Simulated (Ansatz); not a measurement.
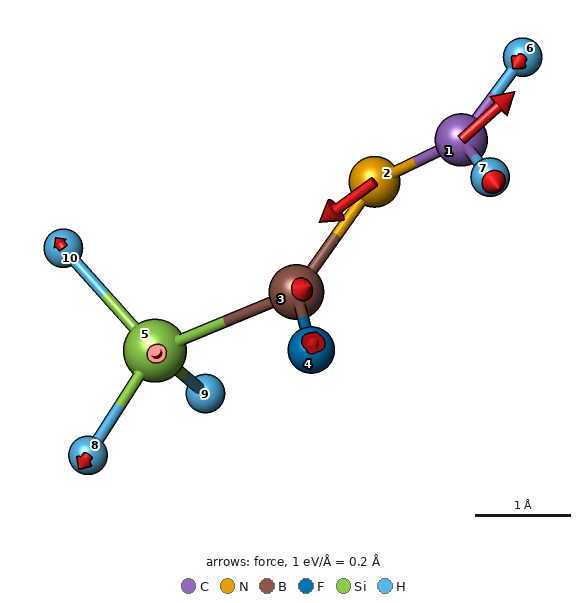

Starting geometry of CH$_{5}$BFNSi (coarse preliminary run) with the computed forces as red arrows. Style: ball-and-stick. Shown from a free direction.

The start comes from a force field.

Level of theory: RKS PBE-D4/def2-SVP (Ansatz 0.2.0).

Input file:
```yaml
crystal:
  periodic: [false, false, false]
  atoms:
    - {symbol: C, position_ang: [-1.167200, 1.228400, -1.464700]}
    - {symbol: N, position_ang: [-0.436700, 0.995500, -0.495900]}
    - {symbol: B, position_ang: [-0.108100, -0.417900, -0.123600]}
    - {symbol: F, position_ang: [-0.535700, -1.534400, -0.847700]}
    - {symbol: Si, position_ang: [1.117100, -0.740900, 1.370500]}
    - {symbol: H, position_ang: [-1.438300, 2.324800, -1.709900]}
    - {symbol: H, position_ang: [-1.638300, 0.495200, -2.082000]}
    - {symbol: H, position_ang: [1.348000, -2.163500, 1.557800]}
    - {symbol: H, position_ang: [0.528700, -0.147600, 2.650700]}
    - {symbol: H, position_ang: [2.413700, -0.090700, 1.147800]}
basis:
  gaussian: {orbitals: def2-SVP}
hamiltonian: {xc: pbe, dispersion: d4}
relax: {f_tol: 0.03, max_steps: 200}
```

Run as
```bash
ansatz run in.yaml --threads 4 --pin off --events-out ev --progress --plain --max-ram 10444MiB
```

### What follows when this structure is relaxed?

It isn't relaxed: the largest force vector, on N atoms, is 3.88 eV/Å. The final displacements have little in common with the starting forces (cosine between the two patterns −0.08). H7 moves most after the best rigid fit: 1.49 Å. By element the largest moves are H 1.49 Å, F 1.46 Å, N 0.84 Å, B 0.62 Å, C 0.33 Å, Si 0.14 Å. Some distances before and after: N2–B3 1.498 → 1.377 Å, B3–Si5 1.959 → 2.039 Å, Si5–H8 1.453 → 1.509 Å, C1–H7 1.068 → 1.115 Å. Bond angles that change, for instance: C1–N2–B3 120.2° → 175.3°, F4–B3–Si5 117.0° → 121.2°, N2–C1–H7 125.8° → 121.9°. Groups turn about B3–Si5 by about 60°. After 18 accepted moves (20 points after the start) the energy has fallen by 1.026 eV. Largest force component: 3.1 eV/Å at the start, 0.0087 eV/Å at the end. The line search rejected the trial steps at points 2, 19 of the run. Cost: 22 s on 4 threads of Arm Neoverse V2 (shared host).
